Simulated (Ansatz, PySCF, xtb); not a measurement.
Dissociation curve of LiNa, singlet.

- RKS-B3LYP/6-31G* = restricted B3LYP/6-31G*, spherical d (PySCF)
- GFN1-xTB (xtb)
- UKS-PBE = unrestricted PBE/def2-SVP (Ansatz, a first-principles code)
- UKS-B3LYP/6-31G* = unrestricted B3LYP/6-31G*, spherical d (PySCF)

Energies are in kcal/mol, each relative to the lowest point of its own curve near equilibrium.

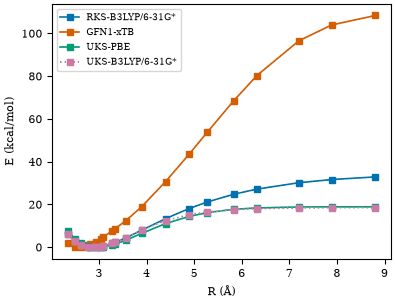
Figure: Energy against bond length for each method.

```csv
R / Å,RKS-B3LYP/6-31G*,GFN1-xTB,UKS-PBE,UKS-B3LYP/6-31G*
2.34,6.1,2.0,7.7,6.1
2.49,2.9,0.1,4.0,2.9
2.62,1.2,0.0,1.9,1.2
2.76,0.2,0.8,0.6,0.2
2.82,0.0,1.4,0.3,0.0
2.93,0.0,2.6,0.0,0.0
3.04,0.3,4.0,0.1,0.3
3.09,0.5,4.7,0.2,0.5
3.28,1.7,7.7,1.1,1.7
3.34,2.2,8.7,1.4,2.2
3.57,4.4,12.5,3.3,4.4
3.90,8.0,19.0,6.5,8.0
4.40,13.3,30.7,11.0,12.5
4.89,18.0,43.4,14.4,15.2
5.28,21.2,53.9,16.2,16.5
5.83,24.7,68.4,17.7,17.5
6.32,27.2,80.3,18.4,18.0
7.20,30.2,96.5,18.8,18.3
7.89,31.6,104.0,18.9,18.4
8.81,32.9,108.4,18.9,18.5
```

At the longest distance, 8.81 Å, GFN1-xTB lies highest above its minimum (108.4 kcal/mol) and UKS-B3LYP/6-31G* lowest (18.5 kcal/mol).

The restricted form behind RKS-B3LYP/6-31G* keeps the bonding electrons paired and can't separate into open-shell fragments. The unrestricted determinant behind UKS-PBE is spin-contaminated at 3.90 to 8.81 Å (<S²> up to 1.0, against 0.00 for a pure singlet). The unrestricted determinant behind UKS-B3LYP/6-31G* is spin-contaminated at 4.40 to 8.81 Å (<S²> up to 1.0, against 0.00 for a pure singlet).
